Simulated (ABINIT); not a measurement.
# SiO2 (Cristobalite): G0W0 with ABINIT, start to end, part 3 of 3

Wanted: ground state, empty states, screening and self-energy for SiO2 (Cristobalite).

ABINIT 10.8.3; PBE and many-body steps on it, plane waves. Known limits of the many-body steps: not at the basis limit; coarse k mesh.

So far. Step 4 (Empty states on the mesh, 2×2×2 mesh, 358 bands): On this mesh the gap is 5.801 eV. Step 5 (Screening, 2×2×2 mesh, 326 bands, screening to 155.1 eV): Local fields lower ε∞ by 9 %. On a Γ-centred mesh this coarse the value itself is usually too large, while a short band sum pulls it down.

The database entry behind the starting cell lists a temperature of 340 K, so it need not match the best structure at ambient conditions.

## Step 6: Self-energy, 2×2×2 mesh, 326 bands, screening to 155.1 eV

The self-energy is evaluated for the states that the input lists, and the levels follow from it, in one-shot runs by the linearised quasiparticle equation.

This step: G0W0 on PBE, plane waves, norm-conserving pseudopotentials.

File run.abi:

```
acell 3*1.0 Angstrom
rprim 
  4.982000000000 0.000000000000 0.000000000000
  0.000000000000 4.982000000000 0.000000000000
  0.000000000000 0.000000000000 6.963000000000
ntypat 2
znucl 14 8
natom 12
typat 1 1 1 1 2 2 2 2 2 2 2 2
xred 
  0.298970000000 0.298970000000 -0.000000000000
  0.201030000000 0.798970000000 0.250000000000
  0.701030000000 0.701030000000 0.500000000000
  0.798970000000 0.201030000000 0.750000000000
  0.239890000000 0.103470000000 0.178130000000
  0.396530000000 0.739890000000 0.428130000000
  0.760110000000 0.896530000000 0.678130000000
  0.603470000000 0.260110000000 0.928130000000
  0.739890000000 0.396530000000 0.571870000000
  0.896530000000 0.760110000000 0.321870000000
  0.260110000000 0.603470000000 0.071870000000
  0.103470000000 0.239890000000 0.821870000000
pp_dirpath "pseudos"
pseudos "Si.upf, O.upf"
ecut 36
ngkpt 2 2 2
nshiftk 1
shiftk 0 0 0
kptopt 1
chksymbreak 0
istwfk *1
occopt 1
irdwfk 1
optdriver 4
nband 326
gwcalctyp 0
ecutsigx 36
symsigma 1
nkptgw 6
kptgw 
  0.0000000000 0.0000000000 0.0000000000
  0.5000000000 0.0000000000 0.0000000000
  0.5000000000 0.5000000000 0.0000000000
  0.0000000000 0.0000000000 0.5000000000
  0.5000000000 0.0000000000 0.5000000000
  0.5000000000 0.5000000000 0.5000000000
bdgw 
  30 35
  31 34
  31 34
  31 34
  31 34
  29 36
ecuteps 5.7
irdscr 1
ppmodel 1
indata_prefix "in"
outdata_prefix "out"
tmpdata_prefix "tmp"
```

Started as:

```console
$ OMP_NUM_THREADS=1 mpirun -n 4 abinit run.abi > log
```

Numbers of over 12 decimals in the logs are rounded to 6 here.

Log:

```text
.Version 10.8.3 of ABINIT. v10.8.2 released Aug 2026.

 Symmetries : space group P4_1 2_1 2 (# 92); Bravais tP (primitive tetrag.)
[... echo of the input left out ...]
== DATASET  1 ==================================================================
-   mpi_nproc: 4, omp_nthreads: 1 (-1 if OMP is not activated)

--- !DatasetInfo
iteration_state: {dtset: 1, }
dimensions: {natom: 12, nkpt: 6, mband: 326, nsppol: 1, nspinor: 1, nspden: 1, mpw: 12056, }
cutoff_energies: {ecut:  36.0, pawecutdg:  -1.0, }
electrons: {nelect:   6.40000000E+01, charge:   0.00000000E+00, occopt:   1.00000000E+00, tsmear:   1.00000000E-02, }

 SIGMA: Calculation of the GW corrections

 Based on a program developped by R.W. Godby, V. Olevano, G. Onida, and L. Reining.
 Incorporated in ABINIT by V. Olevano, G.-M. Rignanese, and M. Torrent.
.Using double precision arithmetic ; gwpc =  8

[... cell and pseudopotentials left out ...]
--------------------------------------------------------------------------------

 ==== K-mesh for the wavefunctions ====
 Number of points in the irreducible wedge :     6
[... list of points left out ...]
 Together with  8 symmetry operations and time-reversal symmetry
 yields     8 points in the full Brillouin Zone.

 ==== Q-mesh for screening function ====
 Number of points in the irreducible wedge :     6
[... list of points left out ...]
 Together with  8 symmetry operations and time-reversal symmetry
 yields     8 points in the full Brillouin Zone.

 vcoul_init : cutoff-mode = AUXILIARY_FUNCTION
 q-points for optical limit:   1
     1)      0.000010    0.000020    0.000030
 setmesh: FFT mesh size selected  =    54x   54x   72
          total number of points  =       209952

 Number of electrons calculated from density =   64.0000; Expected =   64.0000
 average of density, n =  0.054876
 r_s =    1.6325
 omega_plasma =   22.5967 [eV]

 === KS Band Gaps ===
  >>>> For spin  1
   Minimum direct gap =   5.8008 [eV], located at k-point      :   0.0000  0.0000  0.0000
   Fundamental gap    =   5.8008 [eV], Top of valence bands at :   0.0000  0.0000  0.0000
                                       Bottom of conduction at :   0.0000  0.0000  0.0000
 SIGMA fundamental parameters:
 PLASMON POLE MODEL  1
 number of plane-waves for SigmaX                12019
 number of plane-waves for SigmaC and W            751
 number of plane-waves for wavefunctions         12019
 number of bands                                   326
 number of independent spin polarizations            1
 number of spinorial components                      1
 number of k-points in IBZ                           6
 number of q-points in IBZ                           6
 number of symmetry operations                       8
 number of k-points in BZ                            8
 number of q-points in BZ                            8
 number of frequencies for dSigma/dE                 9
 frequency step for dSigma/dE [eV]                0.25
 number of omega for Sigma on real axis              0
 max omega for Sigma on real axis  [eV]           0.00
 zcut for avoiding poles [eV]                     0.10

 EPSILON^-1 parameters (SCR file):
 dimension of the eps^-1 matrix on file            751
 dimension of the eps^-1 matrix used               751
 number of plane-waves for wavefunctions         12019
 number of bands                                   326
 number of q-points in IBZ                           6
 number of frequencies                               2
 number of real frequencies                          1
 number of imag frequencies                          1

 matrix elements of self-energy operator (all in [eV])

 Perturbative Calculation

--- !SelfEnergy_ee
iteration_state: {dtset: 1, }
kpoint     : [   0.000,    0.000,    0.000, ]
spin       : 1
KS_gap     :    5.801
QP_gap     :    8.337
Delta_QP_KS:    2.536
data: !SigmaeeData |
     Band     E0 <VxcDFT>   SigX SigC(E0)      Z dSigC/dE  Sig(E)    E-E0       E
       30  -0.966 -20.056 -25.584   3.844   0.819  -0.222 -21.434  -1.378  -2.344
       31  -0.966 -20.056 -25.584   3.844   0.819  -0.222 -21.434  -1.378  -2.344
       32  -0.696 -20.134 -25.580   3.819   0.819  -0.221 -21.467  -1.332  -2.028
       33   5.105  -9.576  -5.440  -2.769   0.880  -0.136  -8.373   1.204   6.309
       34   8.204  -9.628  -4.701  -3.190   0.874  -0.144  -8.109   1.518   9.722
       35   8.204  -9.628  -4.701  -3.190   0.874  -0.144  -8.109   1.518   9.722

--- !SelfEnergy_ee
iteration_state: {dtset: 1, }
kpoint     : [   0.500,    0.000,    0.000, ]
spin       : 1
KS_gap     :    8.300
QP_gap     :   11.234
Delta_QP_KS:    2.934
data: !SigmaeeData |
     Band     E0 <VxcDFT>   SigX SigC(E0)      Z dSigC/dE  Sig(E)    E-E0       E
       31  -1.166 -19.754 -25.330   3.834   0.819  -0.222 -21.180  -1.426  -2.593
       32  -1.166 -19.754 -25.330   3.834   0.819  -0.222 -21.180  -1.426  -2.593
       33   7.134 -10.778  -6.209  -2.840   0.872  -0.146  -9.270   1.508   8.642
       34   7.134 -10.778  -6.209  -2.840   0.872  -0.146  -9.270   1.508   8.642

--- !SelfEnergy_ee
iteration_state: {dtset: 1, }
kpoint     : [   0.500,    0.500,    0.000, ]
spin       : 1
KS_gap     :    9.348
QP_gap     :   12.357
Delta_QP_KS:    3.009
data: !SigmaeeData |
     Band     E0 <VxcDFT>   SigX SigC(E0)      Z dSigC/dE  Sig(E)    E-E0       E
[...]
--- !SelfEnergy_ee
iteration_state: {dtset: 1, }
kpoint     : [   0.000,    0.000,    0.500, ]
spin       : 1
KS_gap     :    7.418
QP_gap     :   10.235
Delta_QP_KS:    2.817
data: !SigmaeeData |
     Band     E0 <VxcDFT>   SigX SigC(E0)      Z dSigC/dE  Sig(E)    E-E0       E
[...]
--- !SelfEnergy_ee
iteration_state: {dtset: 1, }
kpoint     : [   0.500,    0.000,    0.500, ]
spin       : 1
KS_gap     :    8.337
QP_gap     :   11.433
Delta_QP_KS:    3.096
data: !SigmaeeData |
     Band     E0 <VxcDFT>   SigX SigC(E0)      Z dSigC/dE  Sig(E)    E-E0       E
[...]
--- !SelfEnergy_ee
iteration_state: {dtset: 1, }
kpoint     : [   0.500,    0.500,    0.500, ]
spin       : 1
KS_gap     :    9.943
QP_gap     :   13.002
Delta_QP_KS:    3.059
data: !SigmaeeData |
     Band     E0 <VxcDFT>   SigX SigC(E0)      Z dSigC/dE  Sig(E)    E-E0       E
[...]
32  -1.330 -19.577 -25.145   3.808   0.819  -0.222 -21.018  -1.441  -2.771
       33   8.613 -10.620  -5.800  -2.960   0.870  -0.149  -9.002   1.618  10.231
       34   8.613 -10.620  -5.800  -2.960   0.870  -0.149  -9.002   1.618  10.231
       35   8.613 -10.620  -5.800  -2.960   0.870  -0.149  -9.002   1.618  10.231
       36   8.613 -10.620  -5.800  -2.960   0.870  -0.149  -9.002   1.618  10.231

 New Fermi energy :        9.376437E-02 Ha ,    2.551459E+00 eV

 === QP Band Gaps ===
  >>>> For spin  1
   Minimum direct gap =   8.3368 [eV], located at k-point      :   0.0000  0.0000  0.0000
   Fundamental gap    =   8.3368 [eV], Top of valence bands at :   0.0000  0.0000  0.0000
                                       Bottom of conduction at :   0.0000  0.0000  0.0000

== END DATASET(S) ==============================================================
================================================================================

 -outvars: echo values of variables after computation  --------
           etotal      0.0000000000E+00
            nband         326
             nkpt           6
          spgroup          92
 [... the other variables as echoed above ...]

 Calculation completed.
```

It took 7.5 min on 4 MPI ranks of Arm Neoverse V1, shared host; peak memory 6 GiB; 30 min of CPU time.

This step gave:

```yaml
g0w0_gap_on_the_mesh: 8.337 eV
starting_gap_on_the_mesh: 5.801 eV
k_of_the_valence_top: 0, 0, 0
k_of_the_conduction_bottom: 0, 0, 0
z_at_the_valence_top: 0.819
z_at_the_conduction_bottom: 0.88
least_direct_g0w0_gap_on_the_computed_points: 8.337 eV
```

The gap on the mesh goes from 5.80 eV to 8.34 eV, a correction of +2.54 eV.

Limits: finite bands, cutoff and mesh; coarse k mesh. v1 is the top filled band, c1 the lowest empty one. The levels before and after the correction (eV, zero at the valence-band top of each column):

```
           conduction bottom  valence top
Kohn-Sham               5.80         0.00
     G0W0               8.34         0.00
```

```
             level  energy (eV)
Kohn-Sham  Γ v3-v2       -0.270
Kohn-Sham     Γ v1        0.000
Kohn-Sham     Γ c1        5.801
Kohn-Sham  Γ c2-c3        8.899
     G0W0  Γ v3-v2       -0.316
     G0W0     Γ v1        0.000
     G0W0     Γ c1        8.337
     G0W0  Γ c2-c3       11.750
```

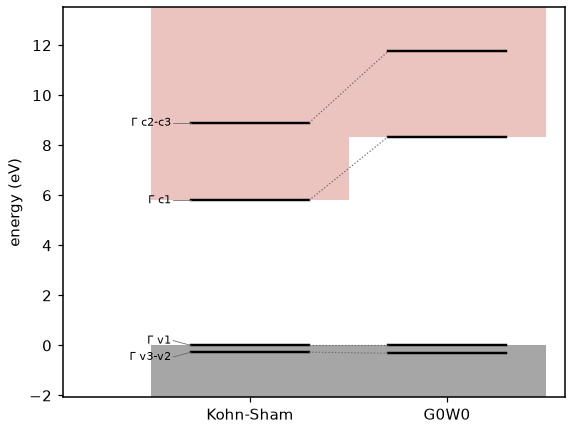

Levels before and after the correction. Shaded: valence and conduction bands.

## Step 7: Where the time went

Times are wall times on 4 MPI ranks of Arm Neoverse V1, shared host, good to a factor of about two.

```
                          step     time  share  memory (GiB)
                  ground state  1.8 min    6 %          0.56
bands along the symmetry lines    2 min    7 %          0.68
      empty states on the mesh  9.8 min   32 %          0.78
                     screening  9.2 min   30 %           6.7
                   self-energy  7.5 min   25 %           6.0
```

## Step 8: Outcome

| Quantity | Value |
| --- | --- |
| PBE gap | 5.80 eV, direct |
| G0W0 gap on the mesh | 8.34 eV |
| GW settings | 2×2×2 mesh, 326 bands, screening to 155.1 eV, Godby-Needs plasmon pole |
| known limits | not at the basis limit; coarse k mesh |

In words: G0W0 moves the gap on the mesh from 5.80 eV to 8.34 eV (+2.54 eV), with Z of 0.82 and 0.88 at the edges. Local fields lower the RPA ε∞ on this mesh from 2.35 to 2.14; a Γ-centred mesh this coarse tends to raise both, most where the direct gap is narrow, while a short band sum lowers them. Bands and cutoff are finite, so the gap is not at the basis limit. The miss can reach some tenths of an eV and take either sign; the mesh is an error of its own. The 2×2×2 mesh is coarse for this cell, which bears on the long-range parts of exchange and screening.

[Paths, hosts, dates, memory and timing lines, banners, echoed tables and standing remarks are left out of the program output.]

[Logs are printed without paths, hosts, clocks, repeated set-up lines and the standing remarks that a program may print on its own settings, such as how far it seeks lower states.]

[Runs of the session that timed out or met a known fault of the program may be left out.]

[Hosts, paths, dates, database ids (printed as entryN), source tags and the programs' standing remarks are cut or masked in the printed files.]

[G0W0 gaps are taken among the corrected bands and points alone; a level outside them can change the order at an edge.]

[Where Ansatz stands beside ABINIT at settings called matched, ABINIT's density can come from a denser mesh and the files from another edition; pairs whose starting gaps differed by over 0.03 eV were left out, so agreement reads better than it is.]
